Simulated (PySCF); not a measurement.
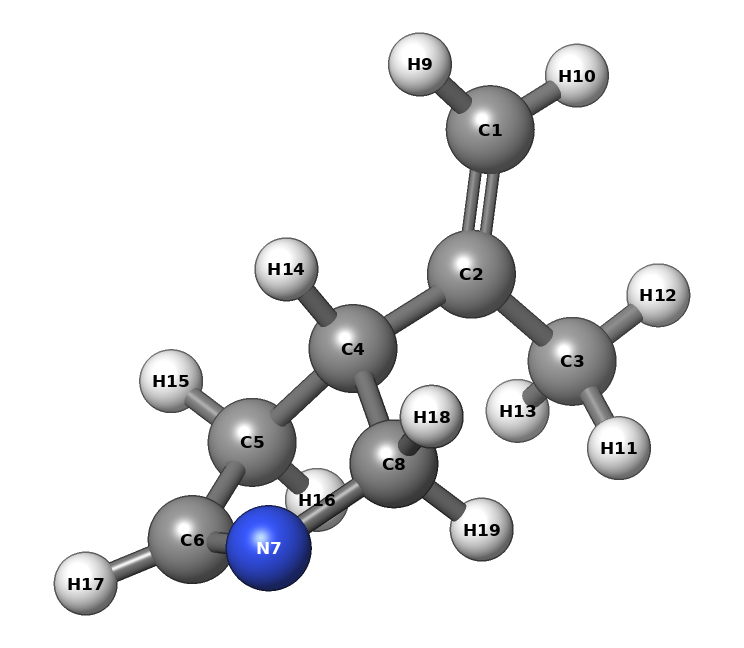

Charge −1, doublet. The computed structure is the end point of a GFN2-xTB optimisation. No frequency run is at hand to confirm it as a minimum. Method: UKS B3LYP, pcH-1 on C H N, non-relativistic (PySCF 2.14.0). Fermi-contact and spin-dipolar terms alone, no spin-orbit part.

Question. Which nucleus has the largest dipolar (anisotropic) hyperfine coupling?

Answer. 13C at C6: principal values −29.6, −27.9, 57.5 MHz.

List the isotropic and dipolar parts for the most strongly coupled nuclei, one of each equivalent set.

| atom | isotope | a_iso (MHz) | dipolar part (MHz) |
| --- | --- | --- | --- |
| C6 | 13C | 27.3 | −29.6, −27.9, 57.5 |
| C1 | 13C | 14.6 | −18.3, −17.6, 35.8 |
| N7 | 14N | 10.4 | −14.3, −13.4, 27.7 |
| C2 | 13C | 5.3 | −11.9, −10.7, 22.6 |
| H17 | 1H | −15.7 | −15.2, 0.7, 14.6 |
| H10 | 1H | −15.2 | −9.7, 0.9, 8.8 |
| H9 | 1H | −15.0 | −8.6, 0.6, 8.1 |
| H18 | 1H | 6.3 | −2.6, −2.0, 4.6 |
